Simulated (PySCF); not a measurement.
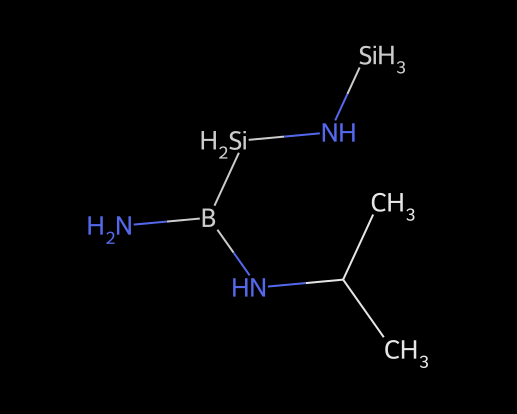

2D structure.

Transcribe the drawing into SMILES.

Answer. CC(C)NB(N)[SiH2]N[SiH3]

What is the molecular formula?

Answer. C3H16BN3Si2.

An optimisation with GFN2-xTB gave a structure of which point group?

Answer. C1. Other conformers may differ.

The parts below concern this one geometry. Atoms keep their numbers from picture to picture. The geometry was computed by an optimisation with GFN2-xTB. No frequency run is at hand to confirm it as a minimum.

## Shape

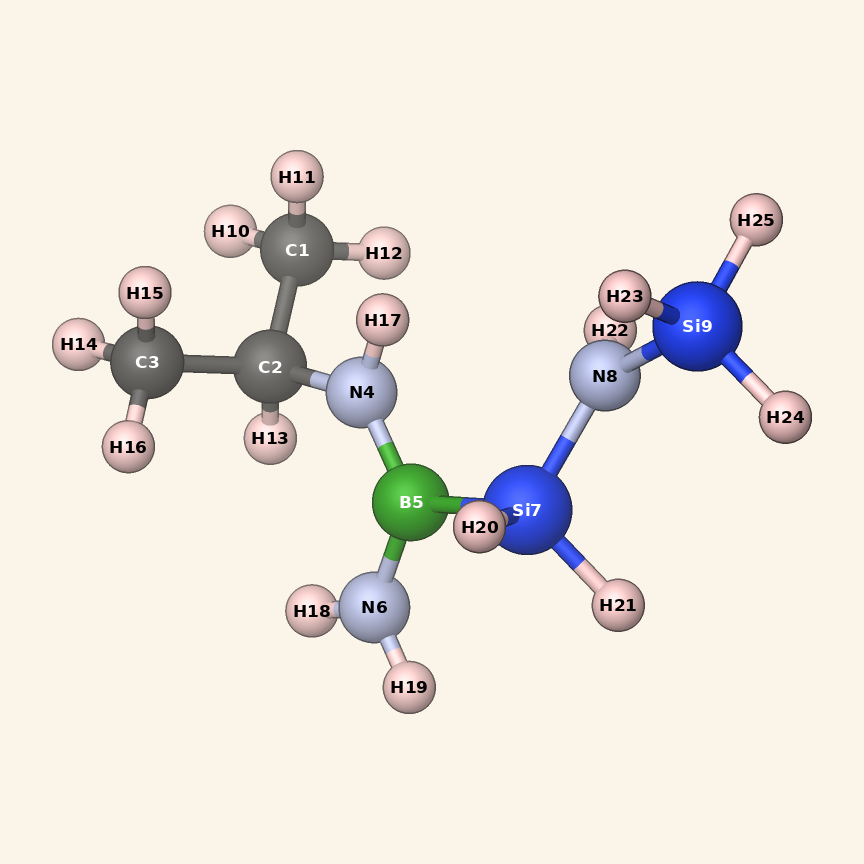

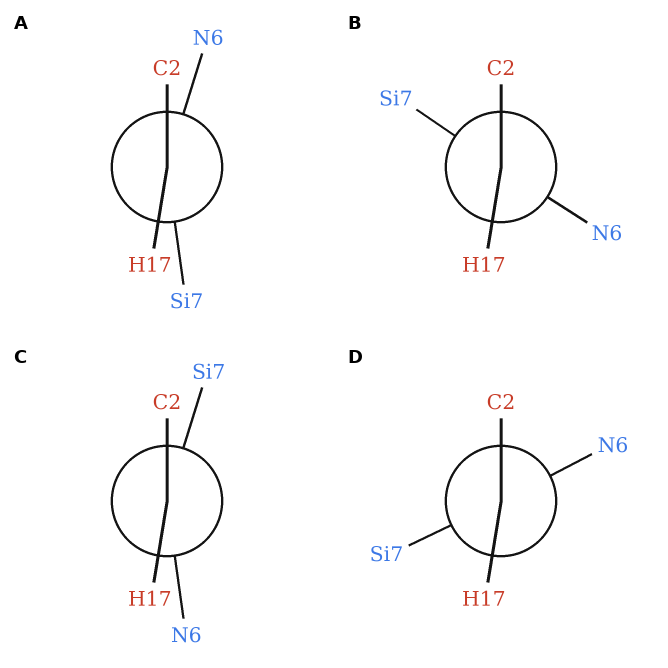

Depth is shown by fading: the farther an atom, the more it takes the colour of the background. Bonds that would overlap in a projection are set slightly apart. No frequency run is at hand to confirm it as a minimum.

Which Newman projection shows the view along N4–B5, with N4 in front?

Answer. A. The torsion angle C2–N4–B5–Si7 is −176°, antiperiplanar (anti).

## NMR shielding

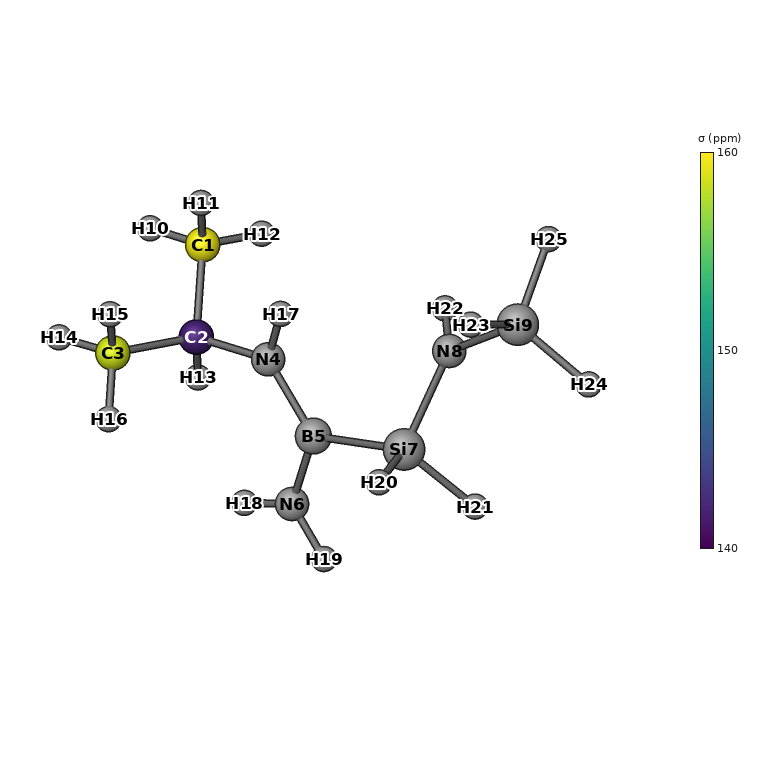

Atoms are coloured by their isotropic NMR shieldings (C only, the others grey). No frequency run is at hand to confirm it as a minimum. Properties computed with GIAO PBE0/pcSseg-1 NMR shielding, non-relativistic, gas phase (PySCF 2.14.0).

List the isotropic NMR shieldings of the C atoms.

| atom | σ (ppm) |
| --- | --- |
| C1 | 159.4 |
| C2 | 141.9 |
| C3 | 158.5 |

## Electronic properties

No frequency run is at hand to confirm it as a minimum. Method: PBE0/pcSseg-1, gas phase (PySCF 2.14.0).

Give the LUMO energy (Kohn–Sham orbital) at this level.

Answer. 0.20 eV.

What is the dipole moment?

Answer. 3.43 D.

Give the HOMO energy (Kohn–Sham orbital) at this level.

Answer. −6.79 eV.

## Charges

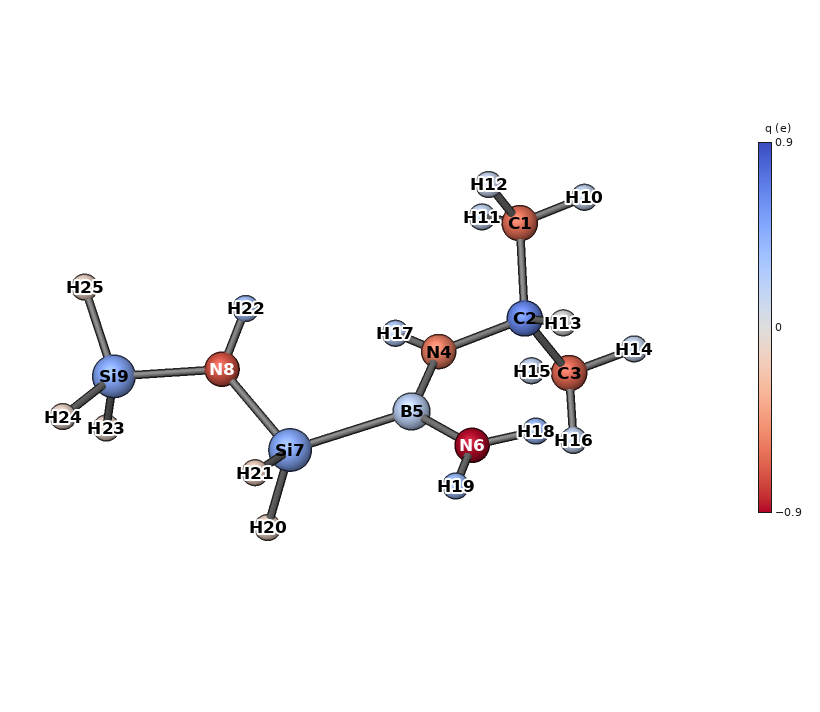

Atoms are coloured by their ESP-fitted charges. No frequency run is at hand to confirm it as a minimum. Level of theory: PBE0/pcSseg-1, gas phase (PySCF 2.14.0).

List the ESP-fitted charges.

| atom | value (e) |
| --- | --- |
| C1 | −0.62 |
| C2 | 0.64 |
| C3 | −0.65 |
| N4 | −0.56 |
| B5 | 0.20 |
| N6 | −0.89 |
| Si7 | 0.48 |
| N8 | −0.71 |
| Si9 | 0.49 |
| H10 | 0.15 |
| H11 | 0.16 |
| H12 | 0.14 |
| H13 | −0.01 |
| H14 | 0.15 |
| H15 | 0.17 |
| H16 | 0.16 |
| H17 | 0.26 |
| H18 | 0.37 |
| H19 | 0.37 |
| H20 | −0.12 |
| H21 | −0.15 |
| H22 | 0.32 |
| H23 | −0.11 |
| H24 | −0.10 |
| H25 | −0.11 |

The geometry is semi-empirical. Around B, Si such bond lengths and angles can be off by a tenth of an ångström or more and by several degrees, and values that hang on the shape move with them.
